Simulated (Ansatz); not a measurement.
Molecular dynamics of TaHOF₄ (part 4 of 4)

The same run, continued: TaHOF₄; RKS BLYP/def2-SVP (Ansatz 0.2.0). It belongs to a series of runs on one base structure; here: dynamics from the last frame of an earlier run.

Geometry of the input (Å):
```
Ta -0.0405  -0.0536  0.0004
O  1.9049  -0.4407  -0.1598
H  2.6857  -0.0721  0.2948
F  -0.0610  0.0764  1.8747
F  0.2325  0.1918  -1.9277
F  -0.8554  1.6771  0.0867
F  -0.9630  -1.7827  0.0722
```

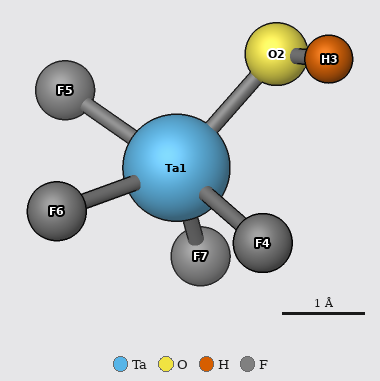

**Figure 1.** The geometry at step 127 of the log (ball-and-stick view, seen at a tilt; atoms are numbered from 1 in the order of the input).

Trajectory as extended XYZ, continued
```
7
Properties=species:S:1:pos:R:3:forces:R:3 step=102 time_fs=51.0 energy=-14480.08422 temperature=368.5
Ta   -0.0016   -0.0678   -0.0026   -1.2137  -0.5534  -1.7403
O     1.8602   -0.4701    0.1344   -0.7903  -0.1452  -1.2768
H     2.4403   -0.1407    0.8156    0.8605   0.3062   0.8607
F     0.0616    0.1674    1.8590   -0.2405   0.0815   1.1227
F    -0.0390    0.2427   -1.9089    0.4191  -0.3167   0.5436
F    -0.9474    1.5976    0.0148    0.3164  -0.3394   0.2402
F    -1.0419   -1.6811   -0.1053    0.6485   0.9669   0.2498
7
Properties=species:S:1:pos:R:3:forces:R:3 step=104 time_fs=52.0 energy=-14480.09372 temperature=385.9
Ta   -0.0001   -0.0685   -0.0028   -1.4817  -0.3563  -1.7024
O     1.8530   -0.4690    0.1324   -0.3331  -0.0892  -1.0448
H     2.4136   -0.1381    0.8358    0.7169   0.2005   0.6824
F     0.0601    0.1679    1.8602   -0.2242   0.0735   1.1071
F    -0.0425    0.2406   -1.9059    0.4324  -0.3054   0.4596
F    -0.9499    1.5959    0.0143    0.3284  -0.3221   0.2477
F    -1.0408   -1.6728   -0.1073    0.5612   0.7990   0.2504
7
Properties=species:S:1:pos:R:3:forces:R:3 step=107 time_fs=53.5 energy=-14480.10171 temperature=402.6
Ta    0.0019   -0.0695   -0.0031   -1.8588  -0.0231  -1.5844
O     1.8418   -0.4674    0.1284    0.8230   0.2566  -0.0513
H     2.3845   -0.1316    0.8765    0.0474  -0.2319  -0.2370
F     0.0578    0.1688    1.8630   -0.2027   0.0565   1.0548
F    -0.0475    0.2373   -1.9009    0.4495  -0.2850   0.3130
F    -0.9533    1.5930    0.0139    0.3373  -0.2829   0.2574
F    -1.0385   -1.6596   -0.1100    0.4044   0.5098   0.2475
7
Properties=species:S:1:pos:R:3:forces:R:3 step=109 time_fs=54.5 energy=-14480.08656 temperature=382.6
Ta    0.0032   -0.0701   -0.0035   -2.0794   0.2189  -1.4677
O     1.8348   -0.4661    0.1256    1.4831   0.4339   0.5480
H     2.3667   -0.1293    0.9023   -0.2963  -0.4687  -0.7894
F     0.0561    0.1694    1.8656   -0.1890   0.0412   0.9981
F    -0.0505    0.2348   -1.8974    0.4592  -0.2695   0.2052
F    -0.9554    1.5908    0.0138    0.3381  -0.2520   0.2623
F    -1.0368   -1.6504   -0.1117    0.2843   0.2961   0.2435
7
Properties=species:S:1:pos:R:3:forces:R:3 step=112 time_fs=56.0 energy=-14480.06451 temperature=353.0
Ta    0.0048   -0.0711   -0.0041   -2.3442   0.6001  -1.2458
O     1.8260   -0.4638    0.1220    1.9809   0.4373   0.8625
H     2.3343   -0.1346    0.9265   -0.3616  -0.5534  -1.0311
F     0.0533    0.1704    1.8705   -0.1661   0.0113   0.8774
F    -0.0547    0.2309   -1.8919    0.4717  -0.2440   0.0351
F    -0.9582    1.5874    0.0138    0.3339  -0.2037   0.2667
F    -1.0339   -1.6362   -0.1140    0.0852  -0.0475   0.2352
7
Properties=species:S:1:pos:R:3:forces:R:3 step=114 time_fs=57.0 energy=-14480.06120 temperature=350.4
Ta    0.0058   -0.0718   -0.0047   -2.4681   0.8597  -1.0722
O     1.8216   -0.4618    0.1202    1.9736   0.2625   0.6118
H     2.3083   -0.1446    0.9307   -0.1067  -0.4238  -0.7283
F     0.0514    0.1710    1.8743   -0.1482  -0.0134   0.7737
F    -0.0572    0.2281   -1.8882    0.4788  -0.2260  -0.0811
F    -0.9598    1.5849    0.0140    0.3281  -0.1717   0.2675
F    -1.0319   -1.6268   -0.1154   -0.0575  -0.2874   0.2286
7
Properties=species:S:1:pos:R:3:forces:R:3 step=117 time_fs=58.5 energy=-14480.04334 temperature=327.1
Ta    0.0070   -0.0726   -0.0056   -2.5641   1.2472  -0.7780
O     1.8171   -0.4587    0.1181    1.6123  -0.1614  -0.3071
H     2.2687   -0.1665    0.9259    0.5507  -0.0537   0.2688
F     0.0483    0.1720    1.8808   -0.1187  -0.0563   0.5904
F    -0.0605    0.2237   -1.8827    0.4877  -0.1975  -0.2573
F    -0.9620    1.5811    0.0145    0.3141  -0.1223   0.2656
F    -1.0290   -1.6128   -0.1173   -0.2822  -0.6559   0.2177
7
Properties=species:S:1:pos:R:3:forces:R:3 step=119 time_fs=59.5 energy=-14480.01561 temperature=287.8
Ta    0.0076   -0.0731   -0.0062   -2.5626   1.4982  -0.5597
O     1.8153   -0.4567    0.1166    1.3897  -0.3928  -0.8880
H     2.2477   -0.1824    0.9245    0.9160   0.1488   0.8934
F     0.0461    0.1726    1.8855   -0.0998  -0.0873   0.4575
F    -0.0623    0.2206   -1.8792    0.4923  -0.1777  -0.3756
F    -0.9633    1.5784    0.0151    0.3004  -0.0861   0.2626
F    -1.0271   -1.6039   -0.1185   -0.4360  -0.9031   0.2099
7
Properties=species:S:1:pos:R:3:forces:R:3 step=122 time_fs=61.0 energy=-14479.99412 temperature=259.1
Ta    0.0084   -0.0737   -0.0073   -2.4554   1.8492  -0.2002
O     1.8143   -0.4541    0.1132    1.5583  -0.3853  -0.7839
H     2.2325   -0.2039    0.9384    0.8718   0.1064   0.8273
F     0.0428    0.1735    1.8931   -0.0772  -0.1340   0.2561
F    -0.0647    0.2157   -1.8742    0.4965  -0.1468  -0.5531
F    -0.9649    1.5743    0.0162    0.2722  -0.0237   0.2561
F    -1.0249   -1.5912   -0.1200   -0.6661  -1.2658   0.1978
7
Properties=species:S:1:pos:R:3:forces:R:3 step=125 time_fs=62.5 energy=-14479.98648 temperature=252.2
Ta    0.0088   -0.0741   -0.0084   -2.2249   2.1458   0.1853
O     1.8154   -0.4520    0.1089    2.1392  -0.1108   0.3013
H     2.2351   -0.2236    0.9686    0.2952  -0.1876  -0.2544
F     0.0393    0.1742    1.9010   -0.0617  -0.1792   0.0574
F    -0.0666    0.2107   -1.8698    0.4977  -0.1152  -0.7233
F    -0.9663    1.5702    0.0175    0.2364   0.0457   0.2471
F    -1.0233   -1.5799   -0.1213   -0.8820  -1.5987   0.1867
7
Properties=species:S:1:pos:R:3:forces:R:3 step=127 time_fs=63.5 energy=-14479.96893 temperature=229.4
Ta    0.0089   -0.0742   -0.0091   -2.0115   2.2989   0.4441
O     1.8177   -0.4506    0.1061    2.4073   0.0214   0.9384
H     2.2413   -0.2387    0.9875   -0.0428  -0.3190  -0.9000
F     0.0370    0.1745    1.9064   -0.0526  -0.2089  -0.0764
F    -0.0675    0.2072   -1.8673    0.4975  -0.0946  -0.8262
F    -0.9670    1.5674    0.0186    0.2104   0.0920   0.2392
F    -1.0228   -1.5733   -0.1220   -1.0083  -1.7898   0.1809
7
Properties=species:S:1:pos:R:3:forces:R:3 step=130 time_fs=65.0 energy=-14479.95592 temperature=215.8
Ta    0.0089   -0.0741   -0.0101   -1.6229   2.4441   0.8139
O     1.8240   -0.4486    0.1029    2.3571   0.0517   1.2160
H     2.2496   -0.2674    0.9993   -0.2067  -0.3226  -1.1926
F     0.0333    0.1749    1.9145   -0.0377  -0.2541  -0.2830
F    -0.0684    0.2018   -1.8644    0.4961  -0.0657  -0.9546
F    -0.9680    1.5633    0.0205    0.1715   0.1562   0.2237
F    -1.0230   -1.5650   -0.1230   -1.1573  -2.0096   0.1765
7
Properties=species:S:1:pos:R:3:forces:R:3 step=132 time_fs=66.0 energy=-14479.96854 temperature=239.9
Ta    0.0088   -0.0739   -0.0108   -1.3321   2.4778   1.0392
O     1.8300   -0.4472    0.1017    1.9992  -0.0139   0.8824
H     2.2529   -0.2907    0.9933   -0.0585  -0.2233  -0.8675
F     0.0308    0.1750    1.9198   -0.0267  -0.2845  -0.4231
F    -0.0687    0.1982   -1.8630    0.4947  -0.0482  -1.0190
F    -0.9685    1.5606    0.0219    0.1465   0.1946   0.2110
F    -1.0239   -1.5607   -0.1235   -1.2231  -2.1025   0.1770
7
Properties=species:S:1:pos:R:3:forces:R:3 step=135 time_fs=67.5 energy=-14479.98726 temperature=277.9
Ta    0.0085   -0.0733   -0.0116   -0.8733   2.4287   1.3387
O     1.8413   -0.4451    0.1007    1.0864  -0.1439  -0.2284
H     2.2579   -0.3296    0.9708    0.4600  -0.0255   0.2270
F     0.0271    0.1748    1.9274   -0.0106  -0.3287  -0.6284
F    -0.0687    0.1925   -1.8618    0.4918  -0.0251  -1.0807
F    -0.9692    1.5567    0.0242    0.1103   0.2475   0.1885
F    -1.0265   -1.5561   -0.1242   -1.2645  -2.1531   0.1833
7
Properties=species:S:1:pos:R:3:forces:R:3 step=137 time_fs=68.5 energy=-14479.98740 temperature=286.1
Ta    0.0082   -0.0728   -0.0122   -0.5674   2.3302   1.5125
O     1.8498   -0.4437    0.0999    0.4574  -0.1704  -0.9486
H     2.2661   -0.3566    0.9566    0.7901   0.0524   0.9267
F     0.0245    0.1745    1.9322   -0.0025  -0.3556  -0.7545
F    -0.0684    0.1887   -1.8617    0.4891  -0.0117  -1.0988
F    -0.9695    1.5542    0.0259    0.0862   0.2824   0.1718
F    -1.0290   -1.5544   -0.1245   -1.2529  -2.1273   0.1909
7
Properties=species:S:1:pos:R:3:forces:R:3 step=140 time_fs=70.0 energy=-14480.00898 temperature=332.1
Ta    0.0078   -0.0717   -0.0128   -0.1341   2.0889   1.7331
O     1.8633   -0.4419    0.0977    0.0477  -0.0716  -0.9573
H     2.2929   -0.3970    0.9518    0.7292   0.0334   0.8829
F     0.0205    0.1737    1.9387    0.0031  -0.3893  -0.9176
F    -0.0674    0.1829   -1.8626    0.4834   0.0053  -1.0927
F    -0.9700    1.5507    0.0287    0.0494   0.3378   0.1451
F    -1.0340   -1.5538   -0.1248   -1.1787  -2.0045   0.2065
7
Properties=species:S:1:pos:R:3:forces:R:3 step=142 time_fs=71.0 energy=-14480.03413 temperature=380.8
Ta    0.0075   -0.0708   -0.0131    0.1246   1.8710   1.8488
O     1.8726   -0.4407    0.0954    0.1591   0.0040  -0.2634
H     2.3200   -0.4238    0.9594    0.3025   0.0119   0.1434
F     0.0179    0.1728    1.9425    0.0034  -0.4074  -1.0085
F    -0.0664    0.1789   -1.8639    0.4784   0.0145  -1.0658
F    -0.9703    1.5486    0.0306    0.0250   0.3765   0.1263
F    -1.0382   -1.5547   -0.1249   -1.0931  -1.8705   0.2192
7
Properties=species:S:1:pos:R:3:forces:R:3 step=145 time_fs=72.5 energy=-14480.04216 temperature=411.2
Ta    0.0070   -0.0693   -0.0134    0.4551   1.4726   1.9631
O     1.8869   -0.4389    0.0918    0.3760   0.0312   0.7697
H     2.3653   -0.4646    0.9711   -0.3805   0.0682  -0.9582
F     0.0138    0.1712    1.9475    0.0032  -0.4292  -1.1239
F    -0.0645    0.1729   -1.8669    0.4696   0.0245  -0.9877
F    -0.9707    1.5456    0.0338   -0.0080   0.4315   0.0963
F    -1.0456   -1.5579   -0.1248   -0.9154  -1.5987   0.2408
7
Properties=species:S:1:pos:R:3:forces:R:3 step=147 time_fs=73.5 energy=-14480.04073 temperature=421.5
Ta    0.0067   -0.0682   -0.0134    0.6368   1.1702   1.9942
O     1.8969   -0.4376    0.0899    0.3080   0.0215   1.0359
H     2.3925   -0.4915    0.9691   -0.6178   0.1353  -1.2627
F     0.0110    0.1698    1.9501    0.0046  -0.4414  -1.1894
F    -0.0629    0.1688   -1.8696    0.4627   0.0287  -0.9094
F    -0.9710    1.5439    0.0360   -0.0258   0.4625   0.0749
F    -1.0512   -1.5610   -0.1246   -0.7684  -1.3769   0.2565
7
Properties=species:S:1:pos:R:3:forces:R:3 step=150 time_fs=75.0 energy=-14480.06079 temperature=471.1
Ta    0.0063   -0.0664   -0.0133    0.8572   0.6832   1.9721
O     1.9125   -0.4356    0.0880   -0.2569   0.0617   0.6439
H     2.4231   -0.5301    0.9439   -0.4990   0.1817  -0.9126
F     0.0068    0.1673    1.9529    0.0095  -0.4565  -1.2697
F    -0.0600    0.1626   -1.8746    0.4504   0.0319  -0.7554
F    -0.9715    1.5417    0.0394   -0.0449   0.4974   0.0409
F    -1.0605   -1.5672   -0.1240   -0.5164  -0.9995   0.2809
```
